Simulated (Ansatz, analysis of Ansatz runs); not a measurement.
## AlBO3 (R-3c), Li_i hop between voids (2.8 Å): attempt frequency at charge +1

Aim: the prefactor of a hop in AlBO3 (R-3c) (Li_i hop between voids (2.8 Å), charge +1) from the modes of the moving atom at the start and at the top of a path found beforehand. Model: a cell of 80 host atoms with 1 Li put in.

Calculated with Ansatz 0.2.0; plane-wave PAW DFT, PBEsol; finite-difference force constants of the moving atom alone.

## Step 1: The structure

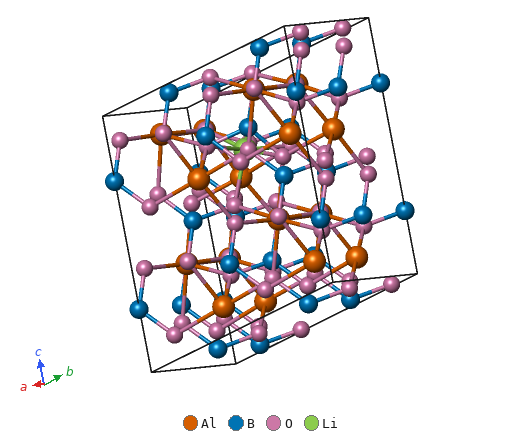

The cell as given, slightly off an axis (aluminium orange, boron blue, oxygen pink, lithium green). Some periodic images of atoms are drawn too.

The cell holds 81 atoms: 16 Al, 16 B, 48 O and 1 Li. Cell: a = 10.516 Å, b = 10.516 Å, c = 10.516 Å, α = 50.4°, β = 50.4°, γ = 50.4°. It derives from AlBO3 (space group R-3c). Nearest the centre at fractional (0.378, 0.378, 0.128): O6 at 0.85 Å, Li81 at 1.51 Å, Al61 at 1.72 Å, Al2 at 1.94 Å, O40 at 1.94 Å, O5 at 1.96 Å, B23 at 2.24 Å, B43 at 2.25 Å. The cell carries charge +1.

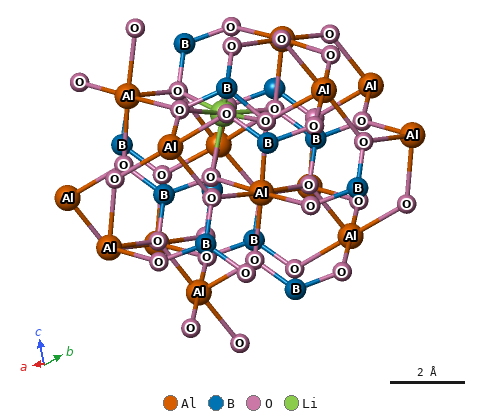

The atoms within 5 Å of the centre.

The cell's shortest repeat is 9.0 Å.

## Step 2: Vibrations of the moving atom at the start point

Harmonic transition-state theory takes the prefactor from the modes at the minimum and at the top. Only the moving atom is displaced, by 0.02 Å, which takes six displaced runs and a reference; the host's atoms are held.

qp1.start.modes/input.yaml

```yaml
crystal:
  lattice:
    - [4.47530425, 2.58381811, 9.15826506]
    - [-4.47530425, 2.58381811, 9.15826506]
    - [0.0, -5.16763623, 9.15826506]
  atoms:
    - { symbol: Al, position: [0.00012371, -0.00048768, -0.00050031] }
    - { symbol: Al, position: [0.24228463, 0.24166063, 0.24168005] }
    - { symbol: B, position: [0.12493179, 0.12433071, 0.12431659] }
    - { symbol: B, position: [0.38890315, 0.38831584, 0.38829833] }
    - { symbol: O, position: [0.12470147, 0.46824275, 0.27937084] }
    - { symbol: O, position: [0.46885191, 0.27938032, 0.12407211] }
    - { symbol: O, position: [0.21947411, 0.37506999, 0.02561006] }
    - { symbol: O, position: [0.37567058, 0.02562081, 0.21885168] }
    - { symbol: O, position: [0.02622107, 0.21885848, 0.37506672] }
    - { symbol: O, position: [0.27999939, 0.12408412, 0.46822006] }
    - { symbol: Al, position: [-0.00153937, -0.00259176, 0.50198548] }
    - { symbol: Al, position: [0.24875689, 0.24805008, 0.75436988] }
    - { symbol: B, position: [0.12445093, 0.12469995, 0.62471613] }
    - { symbol: B, position: [0.37597852, 0.37480166, 0.87214216] }
    - { symbol: O, position: [0.12537275, 0.4702193, 0.77925767] }
    - { symbol: O, position: [0.47037285, 0.28030967, 0.62451153] }
    - { symbol: O, position: [0.22561741, 0.3770954, 0.53035106] }
    - { symbol: O, position: [0.37491412, 0.0293737, 0.71993166] }
    - { symbol: O, position: [0.02948653, 0.21994999, 0.87463649] }
    - { symbol: O, position: [0.28011529, 0.12310868, 0.9708184] }
    - { symbol: Al, position: [-0.00195476, 0.50198894, -0.00217711] }
    - { symbol: Al, position: [0.24866316, 0.75438371, 0.24812862] }
    - { symbol: B, position: [0.12529609, 0.62472681, 0.12383281] }
    - { symbol: B, position: [0.3754092, 0.87214959, 0.37535746] }
    - { symbol: O, position: [0.1237285, 0.9708307, 0.2794925] }
    - { symbol: O, position: [0.47083261, 0.7792629, 0.12475976] }
    - { symbol: O, position: [0.22055569, 0.87464708, 0.02887596] }
    - { symbol: O, position: [0.37770975, 0.53034687, 0.22499699] }
    - { symbol: O, position: [0.02998204, 0.71994474, 0.37429478] }
    - { symbol: O, position: [0.28092743, 0.62450411, 0.46975236] }
    - { symbol: Al, position: [-0.00563216, 0.50407537, 0.50299111] }
    - { symbol: Al, position: [0.24973887, 0.74982816, 0.74977511] }
    - { symbol: B, position: [0.12594846, 0.62399589, 0.62491652] }
    - { symbol: B, position: [0.37479934, 0.87513461, 0.87469999] }
    - { symbol: O, position: [0.12526675, 0.97050102, 0.77814695] }
    - { symbol: O, position: [0.47044548, 0.77854758, 0.62550493] }
    - { symbol: O, position: [0.22072581, 0.87475234, 0.52859748] }
    - { symbol: O, position: [0.37564168, 0.52999425, 0.71970209] }
    - { symbol: O, position: [0.02984541, 0.72028733, 0.8747833] }
    - { symbol: O, position: [0.28092601, 0.62372016, 0.97139474] }
    - { symbol: Al, position: [0.50260601, -0.00215977, -0.00258162] }
    - { symbol: Al, position: [0.75497959, 0.24816524, 0.24802165] }
    - { symbol: B, position: [0.6253407, 0.12383912, 0.12467958] }
    - { symbol: B, position: [0.87276328, 0.37536568, 0.37478586] }
    - { symbol: O, position: [0.62512751, 0.46975587, 0.2802987] }
    - { symbol: O, position: [0.97143928, 0.27950743, 0.12310017] }
    - { symbol: O, position: [0.72054528, 0.37431488, 0.02935503] }
    - { symbol: O, position: [0.87525262, 0.02888994, 0.21993499] }
    - { symbol: O, position: [0.53095132, 0.22501332, 0.3770956] }
    - { symbol: O, position: [0.77987968, 0.12476413, 0.47020566] }
    - { symbol: Al, position: [0.50360768, -0.00625298, 0.50406878] }
    - { symbol: Al, position: [0.75040898, 0.24912181, 0.74980695] }
    - { symbol: B, position: [0.62554941, 0.1253352, 0.62397832] }
    - { symbol: B, position: [0.87531658, 0.37419627, 0.87511201] }
    - { symbol: O, position: [0.62612552, 0.46983371, 0.77853245] }
    - { symbol: O, position: [0.97202119, 0.28032119, 0.62369222] }
    - { symbol: O, position: [0.72031847, 0.37503642, 0.52998226] }
    - { symbol: O, position: [0.87540357, 0.02922917, 0.72028007] }
    - { symbol: O, position: [0.52921457, 0.22010934, 0.8747546] }
    - { symbol: O, position: [0.77876899, 0.12465849, 0.9704811] }
    - { symbol: Al, position: [0.50468405, 0.50300491, -0.00626379] }
    - { symbol: Al, position: [0.75043078, 0.74979005, 0.24912082] }
    - { symbol: B, position: [0.62460975, 0.62493647, 0.12532008] }
    - { symbol: B, position: [0.87574512, 0.87471076, 0.37417969] }
    - { symbol: O, position: [0.62432683, 0.9714113, 0.28030512] }
    - { symbol: O, position: [0.97109805, 0.77816192, 0.12464596] }
    - { symbol: O, position: [0.7209004, 0.87479297, 0.02921675] }
    - { symbol: O, position: [0.87537859, 0.5286006, 0.22009749] }
    - { symbol: O, position: [0.53061046, 0.71971922, 0.37501179] }
    - { symbol: O, position: [0.77915936, 0.62552097, 0.4698161] }
    - { symbol: Al, position: [0.50125001, 0.50065134, 0.5006158] }
    - { symbol: Al, position: [0.75062993, 0.75002116, 0.75001531] }
    - { symbol: B, position: [0.62491218, 0.62429712, 0.62428139] }
    - { symbol: B, position: [0.87550152, 0.87487771, 0.87487684] }
    - { symbol: O, position: [0.62544149, 0.97078715, 0.77816828] }
    - { symbol: O, position: [0.97139244, 0.77817323, 0.62482725] }
    - { symbol: O, position: [0.7217721, 0.87415674, 0.52929767] }
    - { symbol: O, position: [0.87476074, 0.5293138, 0.72114786] }
    - { symbol: O, position: [0.52991865, 0.72116828, 0.87414373] }
    - { symbol: O, position: [0.77878975, 0.62483116, 0.97077457] }
    - { symbol: Li, position: [0.32326203, 0.32264357, 0.32262209] }
  symmetry: { detect: false }
total_charge: 1
basis:
  ecutwfc: 420
  xc_grid: 2
hamiltonian:
  xc: pbesol
kpoints:
  mp_grid: { grid: [1, 1, 1], shift: [0.25, 0.25, 0.25] }
scf:
  occupations: { method: fixed }
  max_iter: 100
phonons:
  supercell: [1, 1, 1]
  displaced_sites: [80]
  amplitude: 0.02
```

The run is started by

```bash
> ansatz run input.yaml --threads 4 --pin off --max-ram 14131MiB --backend cpu --events-out ev --progress --plain --runs-dir out
```

Numbers of over 12 decimals in the logs are rounded to 6 here.

Output:

```text
[... repeated set-up lines and file paths are left out, and long positions are rounded to six places ...]
Engine: ansatz 0.2.0, aarch64-unknown-linux-gnu
Pseudopotentials: kind: paw
Pseudopotential: Al, paw, valence charge 3, recommended cutoff 420 eV (normal), Al.paw.azcp
Pseudopotential: B, paw, valence charge 3, recommended cutoff 420 eV (normal), B.paw.azcp
Pseudopotential: O, paw, valence charge 6, recommended cutoff 420 eV (normal), O.paw.azcp
Pseudopotential: Li, paw, valence charge 3, recommended cutoff 420 eV (normal), Li.paw.azcp
Functional definition: PBEsol
  exchange = pbesol_x
  correlation = pbesol_c
Crystal: 81 atoms, lattice volume = 635.403 Å³
Basis set: ecut = 420 eV, 12439 PW (Γ), exchange–correlation on 144×144×144 points (8 copies of the dense FFT grid, shifted against one another)
Bands: 274, of which v1, the nominal top of the filled ones, is band 193 counted from 1 (192 counted from 0)
Symmetry: 1 space group operations
k-points: 1
Non-local potential: Al, projectors of the file, l = 0: 2, l = 1: 2, l = 2: 1
Non-local potential: B, projectors of the file, l = 0: 2, l = 1: 2, l = 2: 1
Non-local potential: O, projectors of the file, l = 0: 2, l = 1: 2, l = 2: 1
Non-local potential: Li, projectors of the file, l = 0: 3, l = 1: 2, l = 2: 1
PAW form: soft (Blöchl's): semilocal exchange-correlation on the pseudo side does not see the compensation charge
PAW frozen core: Al, regenerated for the run's functional, and the local potential with it (the file was generated under x = pbe(κ = 0.804, μ = 0.219515), c = pbe(β = 0.066725))
PAW frozen core: B, regenerated for the run's functional, and the local potential with it (the file was generated under x = pbe(κ = 0.804, μ = 0.219515), c = pbe(β = 0.066725))
PAW frozen core: O, regenerated for the run's functional, and the local potential with it (the file was generated under x = pbe(κ = 0.804, μ = 0.219515), c = pbe(β = 0.066725))
PAW one-centre angular grid: Al, 110 points (default); XC on 64 Gauss nodes
PAW one-centre angular grid: B, 110 points (default); XC on 64 Gauss nodes
PAW one-centre angular grid: O, 110 points (default); XC on 64 Gauss nodes
PAW one-centre angular grid: Li, 110 points (default); XC on 64 Gauss nodes
Initial density: superposition of atomic densities (neutral atoms scaled as one to the charged cell's electrons: chi_scale 0, normalization atom), corrected by the library's trained network
Initial wavefunctions: pseudopotential atomic-orbital guess
Functional: x = pbesol(κ = 0.804, μ = 0.123457), c = pbesol(β = 0.046)
SCF iter   1: F=—  HF=-38067.786221 eV  |F-HF|=—  |Δ(HF+E_count)|=         —  Δρ=9.04e-3  dr2=3.89e-1  ethr=1.77e-3  ⟨swp⟩=5.0  Hψ=960  notcnv=0  defer=78
preconditioner: auto → Resta (q_TF=auto, 2.511 Å⁻¹)  ε∞=3.6  [insulator: Δε(μ)=5.515 eV  Ē_g=17.852 eV  n_scr=180 (ndim 8)  ℏωp=28.9 eV  f_vac=0.000  ε∞_Penn≈3.6]
SCF iter   2: F=—  HF=-38067.674930 eV  |F-HF|=—  |Δ(HF+E_count)|=   1.11e-1  Δρ=1.83e-3  dr2=2.12e-2  ethr=1.01e-4  ⟨swp⟩=2.0  Hψ=422  notcnv=0  defer=79
SCF iter   3: F=—  HF=-38067.672869 eV  |F-HF|=—  |Δ(HF+E_count)|=   2.06e-3  Δρ=8.56e-4  dr2=4.84e-3  ethr=5.48e-6  ⟨swp⟩=3.0  Hψ=399  notcnv=0  defer=79
SCF iter   4: F=—  HF=-38067.672417 eV  |F-HF|=—  |Δ(HF+E_count)|=   4.53e-4  Δρ=1.89e-4  dr2=1.87e-4  ethr=1.25e-6  ⟨swp⟩=2.0  Hψ=397  notcnv=0  defer=79
SCF iter   5: F=—  HF=-38067.672421 eV  |F-HF|=—  |Δ(HF+E_count)|=   4.42e-6  Δρ=1.03e-4  dr2=5.14e-5  ethr=4.85e-8  ⟨swp⟩=2.0  Hψ=394  notcnv=0  defer=79
SCF iter   6: F=—  HF=-38067.672503 eV  |F-HF|=—  |Δ(HF+E_count)|=   8.15e-5  Δρ=2.04e-5  dr2=1.75e-6  ethr=1.33e-8  ⟨swp⟩=2.0  Hψ=392  notcnv=0  defer=72
SCF iter   7: F=—  HF=-38067.672080 eV  |F-HF|=—  |Δ(HF+E_count)|=   4.23e-4  Δρ=5.66e-6  dr2=1.35e-7  ethr=4.54e-10  ⟨swp⟩=2.0  Hψ=407  notcnv=0  defer=72
SCF iter   8: F=—  HF=-38067.672080 eV  |F-HF|=—  |Δ(HF+E_count)|=   1.75e-8  Δρ=2.32e-6  dr2=2.40e-8  ethr=3.51e-11  ⟨swp⟩=2.0  Hψ=394  notcnv=0  defer=72
SCF iter   9: F=-38067.672080 eV  HF=-38067.672080 eV  |F-HF|=1.16e-10  |Δ(HF+E_count)|=   3.57e-9  Δρ=4.06e-7  dr2=7.91e-10  ethr=1.00e-12  ⟨swp⟩=23.0  Hψ=2406  notcnv=0
SCF 1 converged in 9 iterations: F = -38067.672080 eV  dr2 = 7.91e-10
  greatest PAW one-centre occupation: 1.001 electrons in one spin orbital (limit 2), on the Li atom at site 80 (counted from 0), in its partial waves of l = 0
Initial density: handed on by an earlier stage of this run
Initial wavefunctions: those handed on with the density
iter 1 solved again at ethr=3.41e-7 eV; its pass at ethr=3.10e-3 eV (dr2=1.32e-3 eV) is discarded
[...]
SCF 2 converged in 9 iterations: F = -38067.670580 eV  dr2 = 4.50e-12
[...]
SCF 3 converged in 6 iterations: F = -38067.670515 eV  dr2 = 2.03e-11
[...]
SCF 4 converged in 9 iterations: F = -38067.670549 eV  dr2 = 4.39e-12
[...]
SCF 5 converged in 6 iterations: F = -38067.670546 eV  dr2 = 2.01e-11
[...]
SCF iter   7: F=—  HF=-38067.668449 eV  |F-HF|=—  |Δ(HF+E_count)|=   1.99e-9  Δρ=4.69e-7  dr2=1.28e-9  ethr=5.24e-12  ⟨swp⟩=2.0  Hψ=395  notcnv=0  defer=72
SCF iter   8: F=—  HF=-38067.668449 eV  |F-HF|=—  |Δ(HF+E_count)|=  8.00e-11  Δρ=2.13e-7  dr2=2.13e-10  ethr=1.00e-12  ⟨swp⟩=3.0  Hψ=418  notcnv=0  defer=72
SCF iter   9: F=-38067.668449 eV  HF=-38067.668449 eV  |F-HF|=7.28e-12  |Δ(HF+E_count)|=  5.82e-11  Δρ=3.69e-8  dr2=7.55e-12  ethr=1.00e-12  ⟨swp⟩=4.0  Hψ=756  notcnv=0
SCF 6 converged in 9 iterations: F = -38067.668449 eV  dr2 = 7.55e-12
iter 1 solved again at ethr=5.29e-10 eV; its pass at ethr=3.10e-3 eV (dr2=2.04e-6 eV) is discarded
SCF iter   1: F=—  HF=-38067.668007 eV  |F-HF|=—  |Δ(HF+E_count)|=         —  Δρ=3.38e-5  dr2=2.17e-6  ethr=5.29e-10  ⟨swp⟩=3.0  Hψ=807  notcnv=0  defer=71
SCF iter   2: F=—  HF=-38067.668103 eV  |F-HF|=—  |Δ(HF+E_count)|=   9.57e-5  Δρ=1.80e-5  dr2=6.27e-7  ethr=5.29e-10  ⟨swp⟩=2.0  Hψ=385  notcnv=0  defer=71
SCF iter   3: F=—  HF=-38067.668104 eV  |F-HF|=—  |Δ(HF+E_count)|=   9.71e-7  Δρ=3.37e-6  dr2=5.08e-8  ethr=1.62e-10  ⟨swp⟩=2.0  Hψ=385  notcnv=0  defer=71
SCF iter   4: F=—  HF=-38067.668104 eV  |F-HF|=—  |Δ(HF+E_count)|=   1.27e-8  Δρ=7.84e-7  dr2=2.02e-9  ethr=1.32e-11  ⟨swp⟩=2.0  Hψ=395  notcnv=0  defer=71
SCF iter   5: F=—  HF=-38067.668104 eV  |F-HF|=—  |Δ(HF+E_count)|=  7.42e-10  Δρ=1.80e-7  dr2=1.09e-10  ethr=1.00e-12  ⟨swp⟩=2.0  Hψ=385  notcnv=0  defer=71
SCF iter   6: F=-38067.668104 eV  HF=-38067.668104 eV  |F-HF|=0.00e0  |Δ(HF+E_count)|=  5.82e-11  Δρ=8.79e-8  dr2=3.27e-11  ethr=1.00e-12  ⟨swp⟩=4.0  Hψ=733  notcnv=0
SCF 7 converged in 6 iterations: F = -38067.668104 eV  dr2 = 3.27e-11
SCF converged after 9 iterations
Free energy (F): -38067.672080 eV
Harris-Foulkes:  -38067.672080 eV  (|F-HF|=1.16e-10)
Internal energy: -38067.672080 eV  (E = F + TS)
E sigma→0 (E₀):  -38067.672080 eV
Fermi energy:    7.238755 eV
--- Per-component energies (eV) ---
  E_band       = -71.231753
  E_kinetic    = 9756.339741
  E_local      = -16582.312706  (includes V_loc(G=0)·N_el)
  E_nonlocal   = 2626.229496
  E_hartree    = 5807.295567
  E_xc         = -4674.882159
  E_vxc        = -5613.659537  (∫ρ·V_xc dr)
  E_paw        = -15854.301749  (= ΣΔE_a)
  E_vpaw       = -1872.542998  (= ΣTr[D̂ρ^β])
  E_aug_tail   = 0.122576  (compensation charges beyond the density's cutoff)
  E_ewald      = -19148.398264
  E_core_change = 2.235419  (= ΣΔE_core)
  E_smearing   = -0.000000  (= −TS)
  E_closure    = -0.000000  (closes the sum)
  E_deformation_potential = 17.435375  (in the stress; not in F)
  Σ components = -38067.672080   (vs F -38067.672080, Δ=0.00e0)
--- Forces (eV/Å), atoms counted from 1 ---
  atom   1  Al    -0.00051878    -0.00065401     0.00183688
  atom   2  Al    -0.00127149     0.00152823    -0.00056221
  [... 2 atoms left out ...]
  atom   5  O     -0.00048295    -0.00119826     0.00253868
  atom   6  O     -0.00007570     0.00054908     0.00307684
  atom   7  O      0.00033641    -0.00163651     0.00088228
  [... 15 atoms left out ...]
  atom  23  B      0.00148776     0.00105752     0.00231918
  [... 4 atoms left out ...]
  atom  28  O      0.00868264     0.00243634    -0.00776238
  [... 11 atoms left out ...]
  atom  40  O     -0.00127919    -0.00333671     0.00508260
  [... 2 atoms left out ...]
  atom  43  B     -0.00233781    -0.00042552     0.00190642
  [... 17 atoms left out ...]
  atom  61  Al     0.00266746    -0.00736008    -0.00553703
  [... 19 atoms left out ...]
  atom  81  Li     0.00034443     0.00001331     0.00991911
  max |Σ_I F_I| component: 4.00e-6 eV/Å
--- Band table (eV) ---
  k-point 0: bands = ["-35.2468", "-13.0269", "-12.6451", "-12.1349", [... 266 left out ...] "20.8749", "20.9130", "20.9440", "20.9582"]
--- Phonons: 6 displaced members + reference (amplitude 0.02 Å, Σ member SCF iterations 45) ---
  symmetry images taken by strict's conditions (phonons.symmetry_images: auto; settled by no image being taken that strict refuses)
  force constants formed among 1 of 81 sites (Li 80); the other 80 at rest. The modes move the named sites alone.
  the frequencies, the zero-point energy and the sums are of the block with the acoustic sum rule laid on its rows. Row sums over every site: 9.4e-6 eV/Å² at the most
  transpose residual: 2.9e-3 eV/Å²
  largest component of a force at the reference: 9.9e-3 eV/Å on a named site, 1.2e-2 eV/Å on a site at rest
  frequencies among the named sites at Γ of the cell (cm⁻¹): 547.92 547.95 863.26
  unstable modes among the named sites: 0
  frequencies as built, with no sum rule (cm⁻¹): 547.91 547.95 863.26
  zero-point energy: 0.121450 eV/cell   skipped modes (ω ≤ 0): 0
  not written: the harmonic force-constant file, the file of eigenvectors (these modes' are written with the force constants), the density of states and the dispersion, which are of every site
```

Elapsed: 58 s, on 4 threads of Arm Neoverse V2, shared host; peak memory 1.3 GiB; 3.6 min of CPU time.

In the SCF lines HF is the Harris–Foulkes energy and dr2 the Hartree energy of the density residual, in eV; the loop may stop once dr2 is under the threshold and the program's other checks hold. Hψ counts applications of the Hamiltonian.

Read from the output:

* free energy: -38067.6721 eV
* frequencies of moving atom: 547.9, 548.0, 863.3 cm⁻¹ (negative: imaginary)

The three modes are 548, 548 and 863 cm⁻¹: all real, a minimum for this atom with the others held.

(Part 1 of 2 ends here.)

[Logs are printed without paths, hosts, clocks, repeated set-up lines and the standing remarks that a program may print on its own settings, such as how far it seeks lower states.]

[Hosts, paths, dates, database ids (printed as entryN), source tags and the programs' standing remarks are cut or masked in the printed files.]
